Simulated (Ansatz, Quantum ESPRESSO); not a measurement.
# Predicting the next point of a tunnelling series: a Al chain with one bond drawn out

Method. Quantum ESPRESSO 7.5 (pw.x, pwcond.x), LDA, GBRV ultrasoft; geometry as built. T is the transmission per spin at the Fermi level. The series steps the stretch of one bond.

```tsv
added stretch (Å)	T
0.3	1.94
0.8	1.54
1.4	0.455
```

**Question.** What is T at 2.2 Å?

**Worked estimate.** These rows are near contact, where ln T need not fall linearly; take a line all the same. The last two rows give a slope of ln(1.54/0.455)/(1.4 − 0.8) = 2.032 per Å, so T(2.2) ≈ 0.455 × exp(−2.032 × 0.8) = 0.0895.

**The withheld run.** T = 0.0311; the estimate is 2.88 times that. The slope over the last interval is 3.352: steeper than before. A second code, Ansatz 0.2.0, gives 0.0275.

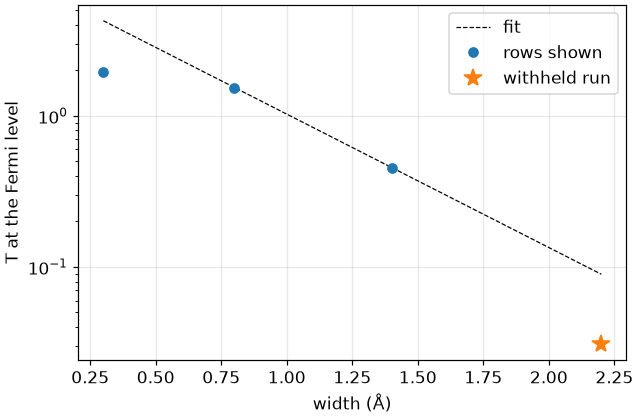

The rows shown, the fit and the withheld run.

Caveats: Short leads, unrelaxed atoms, a barrier without the image potential.

[Logs are printed without paths, hosts, clocks, repeated set-up lines and the standing remarks that a program may print on its own settings, such as how far it seeks lower states.]
